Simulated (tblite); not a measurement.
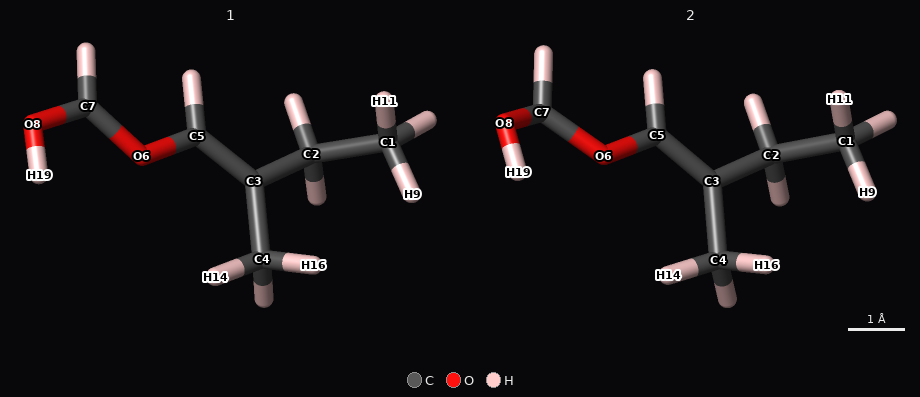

Two geometries of C6H11O2 (multiplicity 2), drawn at one scale. One is the start of a relaxation, the other its converged end. A stick model, seen at a tilt.

Theory: GFN2-xTB geometry optimisation, gas phase in tblite. 

### Which geometry has the lower energy?

Structure 2 is the relaxed one. The largest move after the best rigid fit is that of an H atom, 0.37 Å. By element the largest moves are H 0.37 Å, O 0.24 Å, C 0.22 Å. Near-neighbour distances that change, for instance: C–H 1.109 → 1.090 Å, C–H 1.063 → 1.081 Å, C–O 1.370 → 1.354 Å, C–C 1.353 → 1.340 Å. Among the angles between lasting bonds that change: O–C–O 121.1° → 115.0°, C–C–H 113.5° → 110.4°, O–C–H 122.3° → 119.3°. After 88 geometry steps the energy has fallen by 0.115 eV. Cost: 0.54 s on 1 thread of Arm Neoverse V1 (shared host).
